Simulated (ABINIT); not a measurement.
# Quasiparticle gap of CdS (Hawleyite) in ABINIT, part 2 of 3

Wanted: ground state, empty states, screening and self-energy for CdS (Hawleyite).

ABINIT 10.8.3; LDA and many-body steps on it, plane waves. Known limits of the many-body steps: not at the basis limit; no spin-orbit coupling; coarse k mesh.

So far. Step 2 (Ground state): The gap is direct, at Γ.

**3. Bands along the symmetry lines**

Level of this step: DFT, LDA, plane waves, norm-conserving pseudopotentials (ABINIT).

Levels along a band path, at the cheap level, show where the edges lie and whether the meshes to come will hold them.

Contents of run.abi:

```
acell 3*1.0 Angstrom
rprim 
  -0.000000000000 2.916500000000 2.916500000000
  2.916500000000 -0.000000000000 2.916500000000
  2.916500000000 2.916500000000 -0.000000000000
ntypat 2
znucl 48 16
natom 2
typat 1 2
xred 
  0.000000000000 0.000000000000 0.000000000000
  0.250000000000 0.250000000000 0.250000000000
pp_dirpath "pseudos"
pseudos "Cd.upf, S.upf"
ecut 47
iscf -2
irdden 1
kptopt 0
nkpt 50
kpt 
  0.00000000 0.00000000 0.00000000
  -0.06250000 -0.06250000 0.00000000
  -0.12500000 -0.12500000 0.00000000
  -0.18750000 -0.18750000 0.00000000
  -0.25000000 -0.25000000 0.00000000
  -0.31250000 -0.31250000 0.00000000
  -0.37500000 -0.37500000 0.00000000
  -0.43750000 -0.43750000 0.00000000
  -0.50000000 -0.50000000 0.00000000
  -0.48437500 -0.48437500 0.03125000
  -0.46875000 -0.46875000 0.06250000
  -0.45312500 -0.45312500 0.09375000
  -0.43750000 -0.43750000 0.12500000
  -0.42187500 -0.42187500 0.15625000
  -0.40625000 -0.40625000 0.18750000
  -0.39062500 -0.39062500 0.21875000
  -0.37500000 -0.37500000 0.25000000
  -0.37500000 0.00000000 0.37500000
  -0.32812500 0.00000000 0.32812500
  -0.28125000 0.00000000 0.28125000
  -0.23437500 0.00000000 0.23437500
  -0.18750000 0.00000000 0.18750000
  -0.14062500 0.00000000 0.14062500
  -0.09375000 0.00000000 0.09375000
  -0.04687500 0.00000000 0.04687500
  0.00000000 0.00000000 0.00000000
  0.00000000 0.00000000 0.06250000
  0.00000000 0.00000000 0.12500000
  0.00000000 0.00000000 0.18750000
  0.00000000 0.00000000 0.25000000
  0.00000000 0.00000000 0.31250000
  0.00000000 0.00000000 0.37500000
  0.00000000 0.00000000 0.43750000
  0.00000000 0.00000000 0.50000000
  -0.06250000 -0.03125000 0.46875000
  -0.12500000 -0.06250000 0.43750000
  -0.18750000 -0.09375000 0.40625000
  -0.25000000 -0.12500000 0.37500000
  -0.31250000 -0.15625000 0.34375000
  -0.37500000 -0.18750000 0.31250000
  -0.43750000 -0.21875000 0.28125000
  -0.50000000 -0.25000000 0.25000000
  -0.50000000 -0.28125000 0.21875000
  -0.50000000 -0.31250000 0.18750000
  -0.50000000 -0.34375000 0.15625000
  -0.50000000 -0.37500000 0.12500000
  -0.50000000 -0.40625000 0.09375000
  -0.50000000 -0.43750000 0.06250000
  -0.50000000 -0.46875000 0.03125000
  -0.50000000 -0.50000000 0.00000000
istwfk *1
nband 23
nbdbuf 5
tolwfr 1e-07
nstep 50
prtwf 0
prtvol 0
indata_prefix "in"
outdata_prefix "out"
tmpdata_prefix "tmp"
```

Launch:

```sh
$ OMP_NUM_THREADS=1 mpirun -n 4 abinit run.abi > log
```

Numbers of over 12 decimals in the logs are rounded to 6 here.

What it wrote:

```text
.Version 10.8.3 of ABINIT. v10.8.2 released Aug 2026.

 Symmetries : space group F-4 3 m (#216); Bravais cF (face-center cubic)
[... echo of the input left out ...]
== DATASET  1 ==================================================================
-   mpi_nproc: 4, omp_nthreads: 1 (-1 if OMP is not activated)

--- !DatasetInfo
iteration_state: {dtset: 1, }
dimensions: {natom: 2, nkpt: 50, mband: 23, nsppol: 1, nspinor: 1, nspden: 1, mpw: 5180, }
cutoff_energies: {ecut:  47.0, pawecutdg:  -1.0, }
electrons: {nelect:   2.60000000E+01, charge:   0.00000000E+00, occopt:   1.00000000E+00, tsmear:   1.00000000E-02, }

 Real(R)+Recip(G) space primitive vectors, cartesian coordinates (Bohr,Bohr^-1):
 R(1)=  0.0000000  5.5113862  5.5113862  G(1)= -0.0907213  0.0907213  0.0907213
 R(2)=  5.5113862  0.0000000  5.5113862  G(2)=  0.0907213 -0.0907213  0.0907213
 R(3)=  5.5113862  5.5113862  0.0000000  G(3)=  0.0907213  0.0907213 -0.0907213
 Unit cell volume ucvol=  3.3482088E+02 bohr^3
 Angles (23,13,12)=  6.00000000E+01  6.00000000E+01  6.00000000E+01 degrees

 getcut: wavevector=  0.0000  0.0000  0.0000  ngfft=  50  50  50
         ecut(hartree)=     47.000   => boxcut(ratio)=   2.07948

--- Pseudopotential description ------------------------------------------------
- Cd Generated using ONCVPSP code by D. R. Hamann
- 48.00000  20.00000  180309                  znucl, zion, pspdat
12 -1012 2 -1 1336                            pspcod,pspxc,lmax,lloc,mmax
     nproj     2     2     2
  pspatm : epsatm=   23.37058476
         --- l  ekb(1:nproj) -->
             0   94.865817    3.943170
             1    8.821348    1.309255
             2    2.251838   -0.763126
 pspatm: atomic psp has been read  and splines computed

- S Generated using ONCVPSP code by D. R. Hamann
- 16.00000   6.00000  180309                  znucl, zion, pspdat
12 -1012 2 -1 1132                            pspcod,pspxc,lmax,lloc,mmax
     nproj     2     2     2
  pspatm : epsatm=    8.64647033
         --- l  ekb(1:nproj) -->
[...]
pspatm: atomic psp has been read  and splines computed

--------------------------------------------------------------------------------

================================================================================
 prteigrs : about to open file out_EIG
 Non-SCF case, kpt    1 (  0.00000  0.00000  0.00000), residuals and eigenvalues=
  2.59E-08  4.46E-08  6.57E-08  9.09E-08  3.30E-08  2.95E-08  2.94E-08  5.07E-08
  2.25E-08  5.75E-08  3.14E-08  5.30E-08  9.38E-08  3.66E-08  3.69E-08  4.82E-08
  6.80E-08  7.45E-08  4.20E-08  1.23E-06  8.73E-08  4.61E-08  1.64E-06
 -3.5660E+00 -2.1385E+00 -2.1385E+00 -2.1385E+00 -3.0383E-01 -1.3413E-01
 -1.3413E-01 -1.3413E-01 -1.1628E-01 -1.1628E-01  1.5079E-01  1.5079E-01
  1.5079E-01  1.8240E-01  3.8360E-01  3.8360E-01  3.8360E-01  5.5736E-01
  5.6708E-01  5.6708E-01  6.2949E-01  6.2949E-01  6.2949E-01
[...]
5.7018E-01  6.0302E-01  6.5034E-01  6.5034E-01  6.5164E-01
[...]
Non-SCF case, kpt   49 ( -0.50000 -0.46875  0.03125), residuals and eigenvalues=
[...]
5.9779E-01  6.3397E-01  6.3399E-01  6.8870E-01  7.7087E-01
 Non-SCF case, kpt   50 ( -0.50000 -0.50000  0.00000), residuals and eigenvalues=
[...]
-1.2114E-01 -1.2114E-01 -1.1302E-01 -9.9922E-02  1.5892E-03  8.0196E-02
  8.0196E-02  2.7251E-01  3.0330E-01  4.7844E-01  5.3765E-01  5.3765E-01
  5.9381E-01  6.3419E-01  6.3419E-01  6.8468E-01  7.7297E-01

--- !ResultsGS
iteration_state: {dtset: 1, }
comment   : Summary of ground state results
lattice_vectors:
- [ -0.0000000,   5.5113862,   5.5113862, ]
- [  5.5113862,  -0.0000000,   5.5113862, ]
- [  5.5113862,   5.5113862,  -0.0000000, ]
lattice_lengths: [   7.79428,    7.79428,    7.79428, ]
lattice_angles: [ 60.000,  60.000,  60.000, ] # degrees, (23, 13, 12)
lattice_volume:   3.3482088E+02
convergence: {deltae:  0.000E+00, res2:  0.000E+00, residm:  9.984E-08, diffor:  0.000E+00, }
etotal    :  -1.86388629E+02
entropy   :   0.00000000E+00
fermie    :   1.50789187E-01
cartesian_stress_tensor: null
pressure_GPa: null
xred      :
- [  0.0000E+00,   0.0000E+00,   0.0000E+00, Cd]
- [  2.5000E-01,   2.5000E-01,   2.5000E-01,  S]
cartesian_forces: null
force_length_stats: {min: null, max: null, mean: null, }

 Integrated electronic density in atomic spheres:
 ------------------------------------------------
 Atom  Sphere_radius  Integrated_density
[...]
================================================================================

 ----iterations are completed or convergence reached----

 Mean square residual over all n,k,spin=   51.615E-09; max=  99.836E-09
 reduced coordinates (array xred) for    2 atoms
       0.000000000000      0.000000000000      0.000000000000
       0.250000000000      0.250000000000      0.250000000000

 cartesian coordinates (angstrom) at end:
    1      0.000000     0.000000     0.000000
    2      1.458250     1.458250     1.458250
 length scales=  1.889726125908  1.889726125908  1.889726125908 bohr
              =  1.000000000000  1.000000000000  1.000000000000 angstroms
 prteigrs : about to open file out_EIG
 Eigenvalues (hartree) for nkpt=  50  k points:
 kpt#   1, nband= 23, wtk=  1.00000, kpt=  0.0000  0.0000  0.0000 (reduced coord)
[...]
kpt#   2, nband= 23, wtk=  1.00000, kpt= -0.0625 -0.0625  0.0000 (reduced coord)
[...]
kpt#   3, nband= 23, wtk=  1.00000, kpt= -0.1250 -0.1250  0.0000 (reduced coord)
[...]
kpt#  49, nband= 23, wtk=  1.00000, kpt= -0.5000 -0.4687  0.0313 (reduced coord)
[...]
0.53048    0.53809    0.59779    0.63397    0.63399    0.68870    0.77087
 kpt#  50, nband= 23, wtk=  1.00000, kpt= -0.5000 -0.5000  0.0000 (reduced coord)
  -3.56599   -2.13855   -2.13853   -2.13853   -0.28234   -0.12650   -0.12114   -0.12114
  -0.11302   -0.09992    0.00159    0.08020    0.08020    0.27251    0.30330    0.47844
   0.53765    0.53765    0.59381    0.63419    0.63419    0.68468    0.77297

== END DATASET(S) ==============================================================
================================================================================

 -outvars: echo values of variables after computation  --------
            nband          23
             nkpt          50
          spgroup         216
 [... the other variables as echoed above ...]

 Calculation completed.
```

Wall time 29 s (4 MPI ranks of Arm Neoverse V1, shared host); peak memory 0.36 GiB.

Numbers from this step:

* gap: 0.8602 eV
* k of the valence top: 0, 0, 0
* k of the conduction bottom: 0, 0, 0
* least direct gap: 0.8602 eV

The gap is 0.860 eV, as in the run before at this level.

Electronic bands along the path, in eV, zero at the top of the highest filled band:

```csv
point,band 10,band 11,band 12,band 13,band 14,band 15,band 16,band 17
Γ,-7.27,0.00,0.00,0.00,0.86,6.34,6.34,6.34
X,-6.82,-4.06,-1.92,-1.92,3.31,4.15,8.92,10.53
U,-6.68,-4.05,-2.60,-1.56,4.01,5.26,8.22,8.84
jump to K,-6.68,-4.05,-2.60,-1.56,4.01,5.26,8.22,8.84
Γ,-7.27,0.00,0.00,0.00,0.86,6.34,6.34,6.34
L,-6.89,-4.52,-0.77,-0.77,2.76,6.82,6.82,7.21
W,-6.63,-4.01,-2.33,-2.24,5.23,5.25,6.99,7.79
X,-6.82,-4.06,-1.92,-1.92,3.31,4.15,8.92,10.53
```

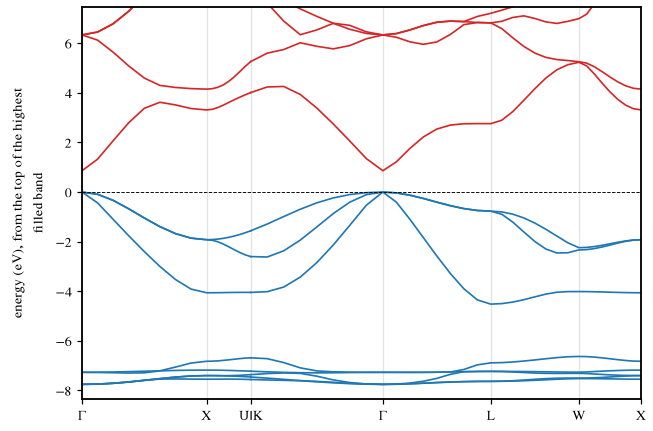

Electronic bands along the path; lines of filled and empty bands in two colours.

**4. Empty states on the mesh, 4×4×4 mesh, 275 bands**

The sums over transitions need many empty states on a uniform mesh; this step solves for them.

Contents of run.abi:

```
acell 3*1.0 Angstrom
rprim 
  -0.000000000000 2.916500000000 2.916500000000
  2.916500000000 -0.000000000000 2.916500000000
  2.916500000000 2.916500000000 -0.000000000000
ntypat 2
znucl 48 16
natom 2
typat 1 2
xred 
  0.000000000000 0.000000000000 0.000000000000
  0.250000000000 0.250000000000 0.250000000000
pp_dirpath "pseudos"
pseudos "Cd.upf, S.upf"
ecut 47
ngkpt 4 4 4
nshiftk 1
shiftk 0 0 0
kptopt 1
chksymbreak 0
iscf -2
irdden 1
istwfk *1
nband 275
nbdbuf 24
tolwfr 1e-09
nstep 60
prtvol 0
indata_prefix "in"
outdata_prefix "out"
tmpdata_prefix "tmp"
```

What it wrote:

```text
.Version 10.8.3 of ABINIT. v10.8.2 released Aug 2026.

 Symmetries : space group F-4 3 m (#216); Bravais cF (face-center cubic)
[... echo of the input left out ...]
== DATASET  1 ==================================================================
-   mpi_nproc: 4, omp_nthreads: 1 (-1 if OMP is not activated)

--- !DatasetInfo
iteration_state: {dtset: 1, }
dimensions: {natom: 2, nkpt: 8, mband: 275, nsppol: 1, nspinor: 1, nspden: 1, mpw: 5180, }
cutoff_energies: {ecut:  47.0, pawecutdg:  -1.0, }
electrons: {nelect:   2.60000000E+01, charge:   0.00000000E+00, occopt:   1.00000000E+00, tsmear:   1.00000000E-02, }

 Real(R)+Recip(G) space primitive vectors, cartesian coordinates (Bohr,Bohr^-1):
 R(1)=  0.0000000  5.5113862  5.5113862  G(1)= -0.0907213  0.0907213  0.0907213
 R(2)=  5.5113862  0.0000000  5.5113862  G(2)=  0.0907213 -0.0907213  0.0907213
 R(3)=  5.5113862  5.5113862  0.0000000  G(3)=  0.0907213  0.0907213 -0.0907213
 Unit cell volume ucvol=  3.3482088E+02 bohr^3
 Angles (23,13,12)=  6.00000000E+01  6.00000000E+01  6.00000000E+01 degrees

 getcut: wavevector=  0.0000  0.0000  0.0000  ngfft=  50  50  50
         ecut(hartree)=     47.000   => boxcut(ratio)=   2.07948

--- Pseudopotential description ------------------------------------------------
- Cd Generated using ONCVPSP code by D. R. Hamann
- 48.00000  20.00000  180309                  znucl, zion, pspdat
12 -1012 2 -1 1336                            pspcod,pspxc,lmax,lloc,mmax
     nproj     2     2     2
  pspatm : epsatm=   23.37058476
         --- l  ekb(1:nproj) -->
             0   94.865817    3.943170
             1    8.821348    1.309255
             2    2.251838   -0.763126
 pspatm: atomic psp has been read  and splines computed

- S Generated using ONCVPSP code by D. R. Hamann
- 16.00000   6.00000  180309                  znucl, zion, pspdat
12 -1012 2 -1 1132                            pspcod,pspxc,lmax,lloc,mmax
     nproj     2     2     2
  pspatm : epsatm=    8.64647033
         --- l  ekb(1:nproj) -->
[...]
pspatm: atomic psp has been read  and splines computed

--------------------------------------------------------------------------------

================================================================================
 prteigrs : about to open file out_EIG
 Non-SCF case, kpt    1 (  0.00000  0.00000  0.00000), residuals and eigenvalues=
  8.90E-10  2.41E-10  2.42E-10  2.05E-10  2.91E-10  1.41E-10  1.95E-10  3.16E-10
  1.28E-10  1.79E-10  5.41E-11  6.17E-11  7.22E-10  2.54E-10  7.90E-11  1.69E-10
  8.67E-10  7.93E-10  2.05E-10  3.35E-10  4.57E-11  1.98E-10  7.94E-10  5.13E-10
[...]
-3.5660E+00 -2.1385E+00 -2.1385E+00 -2.1385E+00 -3.0383E-01 -1.3413E-01
 -1.3413E-01 -1.3413E-01 -1.1628E-01 -1.1628E-01  1.5079E-01  1.5079E-01
  1.5079E-01  1.8240E-01  3.8360E-01  3.8360E-01  3.8360E-01  5.5736E-01
[...]
5.8585E+00  5.8585E+00  5.9476E+00  5.9592E+00  5.9592E+00  5.9592E+00
  5.9870E+00  5.9870E+00  5.9870E+00  6.1314E+00  6.1630E+00  6.1635E+00
  6.1648E+00  6.2064E+00  6.2101E+00  6.2138E+00  6.2282E+00
 prteigrs : prtvol=0 or 1, do not print more k-points.

--- !ResultsGS
iteration_state: {dtset: 1, }
comment   : Summary of ground state results
lattice_vectors:
- [ -0.0000000,   5.5113862,   5.5113862, ]
- [  5.5113862,  -0.0000000,   5.5113862, ]
- [  5.5113862,   5.5113862,  -0.0000000, ]
lattice_lengths: [   7.79428,    7.79428,    7.79428, ]
lattice_angles: [ 60.000,  60.000,  60.000, ] # degrees, (23, 13, 12)
lattice_volume:   3.3482088E+02
convergence: {deltae:  0.000E+00, res2:  0.000E+00, residm:  9.964E-10, diffor:  0.000E+00, }
etotal    :  -1.86388629E+02
entropy   :   0.00000000E+00
fermie    :   1.50789187E-01
cartesian_stress_tensor: null
pressure_GPa: null
xred      :
- [  0.0000E+00,   0.0000E+00,   0.0000E+00, Cd]
- [  2.5000E-01,   2.5000E-01,   2.5000E-01,  S]
cartesian_forces: null
force_length_stats: {min: null, max: null, mean: null, }

 Integrated electronic density in atomic spheres:
 ------------------------------------------------
 Atom  Sphere_radius  Integrated_density
[...]
================================================================================

 ----iterations are completed or convergence reached----

 Mean square residual over all n,k,spin=   30.684E-11; max=  99.637E-11
 reduced coordinates (array xred) for    2 atoms
[...]
0.250000000000      0.250000000000      0.250000000000

 cartesian coordinates (angstrom) at end:
    1      0.000000     0.000000     0.000000
    2      1.458250     1.458250     1.458250
 length scales=  1.889726125908  1.889726125908  1.889726125908 bohr
              =  1.000000000000  1.000000000000  1.000000000000 angstroms
 prteigrs : about to open file out_EIG
 Eigenvalues (hartree) for nkpt=   8  k points:
 kpt#   1, nband=275, wtk=  0.01563, kpt=  0.0000  0.0000  0.0000 (reduced coord)
[...]
5.77629    5.77629    5.85851    5.85851    5.94763    5.95920    5.95920    5.95920
   5.98705    5.98705    5.98705    6.13136    6.16296    6.16350    6.16484    6.20640
   6.21013    6.21377    6.22819
 prteigrs : prtvol=0 or 1, do not print more k-points.

== END DATASET(S) ==============================================================
================================================================================

 -outvars: echo values of variables after computation  --------
            nband         275
             nkpt           8
          spgroup         216
 [... the other variables as echoed above ...]

 Calculation completed.
```

The job ended after 3.5 min (4 MPI ranks; peak memory 0.53 GiB).

Numbers from this step:

```
gap                                                           : 0.8602 eV
k of the valence top                                          : 0, 0, 0
k of the conduction bottom                                    : 0, 0, 0
least direct gap                                              : 0.8602 eV
k points computed                                             : 8
lowest point of the top converged band, above the valence top : 152.6145 eV
```

On this mesh the gap is 0.860 eV.

**5. Screening, 4×4×4 mesh, 251 bands, screening to 244.9 eV**

The RPA dielectric matrix is built and inverted for each q.

This step: RPA screening on LDA, plane waves, norm-conserving pseudopotentials.

run.abi, as its differences from that of step 4:

```diff
@@ -20,10 +20,11 @@
 chksymbreak 0
-iscf -2
-irdden 1
 istwfk *1
-nband 275
-nbdbuf 24
-tolwfr 1e-09
-nstep 60
-prtvol 0
+occopt 1
+irdwfk 1
+optdriver 3
+nband 251
+ecuteps 9
+inclvkb 2
+awtr 1
+symchi 1
 indata_prefix "in"
```

What it wrote:

```text
.Version 10.8.3 of ABINIT. v10.8.2 released Aug 2026.

 Symmetries : space group F-4 3 m (#216); Bravais cF (face-center cubic)
[... echo of the input left out ...]
== DATASET  1 ==================================================================
-   mpi_nproc: 4, omp_nthreads: 1 (-1 if OMP is not activated)

--- !DatasetInfo
iteration_state: {dtset: 1, }
dimensions: {natom: 2, nkpt: 8, mband: 251, nsppol: 1, nspinor: 1, nspden: 1, mpw: 5180, }
cutoff_energies: {ecut:  47.0, pawecutdg:  -1.0, }
electrons: {nelect:   2.60000000E+01, charge:   0.00000000E+00, occopt:   1.00000000E+00, tsmear:   1.00000000E-02, }

 SCREENING: Calculation of the susceptibility and dielectric matrices

 Based on a program developped by R.W. Godby, V. Olevano, G. Onida, and L. Reining.
 Incorporated in ABINIT by V. Olevano, G.-M. Rignanese, and M. Torrent.
.Using double precision arithmetic ; gwpc =  8

[... cell and pseudopotentials left out ...]
--------------------------------------------------------------------------------

 ==== K-mesh for the wavefunctions ====
 Number of points in the irreducible wedge :     8
[... list of points left out ...]
 Together with 24 symmetry operations and time-reversal symmetry
 yields    64 points in the full Brillouin Zone.

 ==== Q-mesh for the screening function ====
 Number of points in the irreducible wedge :     8
[... list of points left out ...]
 Together with 24 symmetry operations and time-reversal symmetry
 yields    64 points in the full Brillouin Zone.

 setmesh: FFT mesh size selected  =    36x   36x   36
          total number of points  =        46656

 vcoul_init : cutoff-mode = AUXILIARY_FUNCTION
 q-points for optical limit:   1
     1)      0.000010    0.000020    0.000030

- screening: taking advantage of time-reversal symmetry
- Maximum band index for partially occupied states nbvw = 13
- Remaining bands to be divided among processors   nbcw = 238
- Number of bands treated by each node ~59

 Number of electrons calculated from density =   26.0000; Expected =   26.0000
 average of density, n =  0.077653
 r_s =    1.4541
 omega_plasma =   26.8804 [eV]

 calculating chi0 at frequencies [eV] :
  1    0.000000E+00    0.000000E+00
  2    0.000000E+00    2.688042E+01

--------------------------------------------------------------------------------
  q-point number  1        q = ( 0.000000, 0.000000, 0.000000) [r.l.u.]
--------------------------------------------------------------------------------
[... chi0 elements left out ...]
 For q-point:  0.000010 0.000020 0.000030
  dielectric constant =  18.5002
  dielectric constant without local fields =  19.3640

  Average fulfillment of the sum rule on Im[epsilon] for q-point    1 :     84.05  [%]
[... wings left out ...]
  q-point number  2        q = ( 0.250000, 0.000000, 0.000000) [r.l.u.]
--------------------------------------------------------------------------------
[... chi0 elements left out ...]
  Average fulfillment of the sum rule on Im[epsilon] for q-point    2 :     90.10  [%]

 [... 6 further q-points ...]
```

The job ended after 3.4 min (4 MPI ranks; peak memory 2.3 GiB).

Numbers from this step:

```
ε∞ with local fields, on this mesh, along the program's q direction : 18.50
the same without local fields                                       : 19.36
plasma frequency                                                    : 26.88 eV
plane waves in the screening matrix                                 : 411
```

Local fields lower ε∞ by 4 %. On a Γ-centred mesh this coarse the value itself is usually too large, while a short band sum pulls it down.

[end of part 2 of 3]

[Paths, hosts, dates, memory and timing lines, banners, echoed tables and standing remarks are left out of the program output.]

[Logs are printed without paths, hosts, clocks, repeated set-up lines and the standing remarks that a program may print on its own settings, such as how far it seeks lower states.]

[Runs of the session that timed out or met a known fault of the program may be left out.]

[Hosts, paths, dates, database ids (printed as entryN), source tags and the programs' standing remarks are cut or masked in the printed files.]

[G0W0 gaps are taken among the corrected bands and points alone; a level outside them can change the order at an edge.]

[Where Ansatz stands beside ABINIT at settings called matched, ABINIT's density can come from a denser mesh and the files from another edition; pairs whose starting gaps differed by over 0.03 eV were left out, so agreement reads better than it is.]
